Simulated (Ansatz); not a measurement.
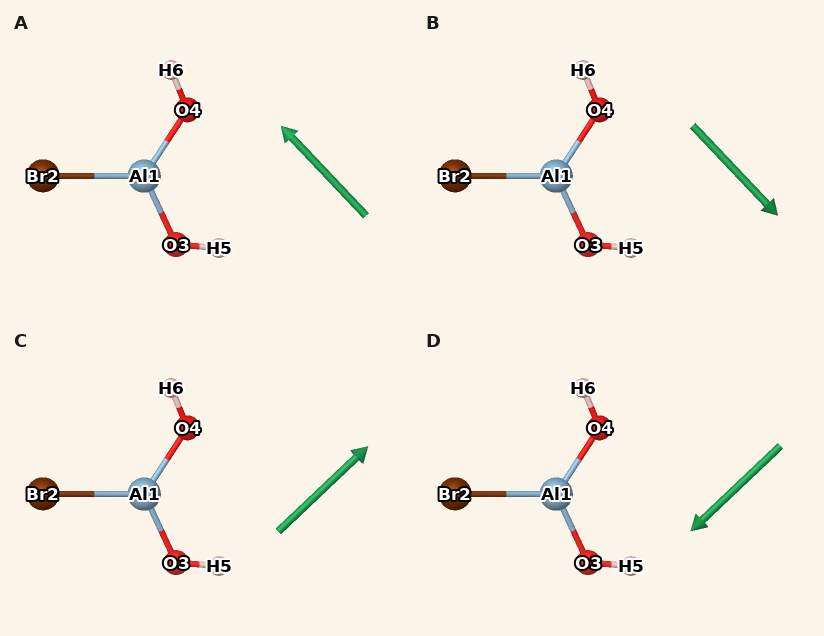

The same molecule four times, each with an arrow. Computed geometry: PBE0-D4/def2-TZVP optimisation. Method: RKS PBE0-D4/def2-TZVP (Ansatz 0.2.0).

**Which arrow points along the dipole moment, from the negative to the positive end?**

C. The dipole moment is 1.74 D; it points from the side of Br2 to the side of H6 (the outermost atoms at the two ends).
